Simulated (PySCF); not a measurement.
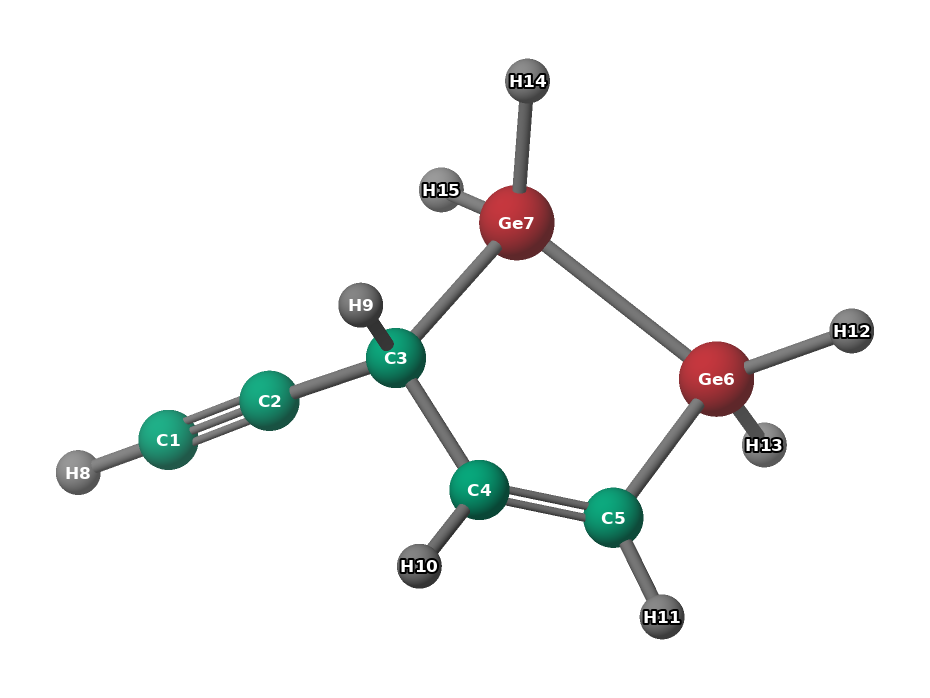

Computed geometry: GFN2-xTB optimisation. No frequency run is at hand to confirm it as a minimum. Electric field gradients from the ground-state density, B3LYP/pcJ-1 (pcSseg-1 on Ge) (PySCF 2.14.0), non-relativistic apart from any core potentials.

Give the largest field-gradient component, the quadrupole coupling constant and the asymmetry for 73Ge at Ge6 (Q = −196 mb), 73Ge at Ge7 (Q = −196 mb).

| atom | V_zz (a.u.) | e²qQ/h (MHz) | η |
| --- | --- | --- | --- |
| Ge6 | 0.509 | −23.5 | 0.16 |
| Ge7 | 0.782 | −36.0 | 0.16 |

The geometry is semi-empirical. Around Ge such bond lengths and angles can be off by a tenth of an ångström or more and by several degrees, and values that hang on the shape move with them.
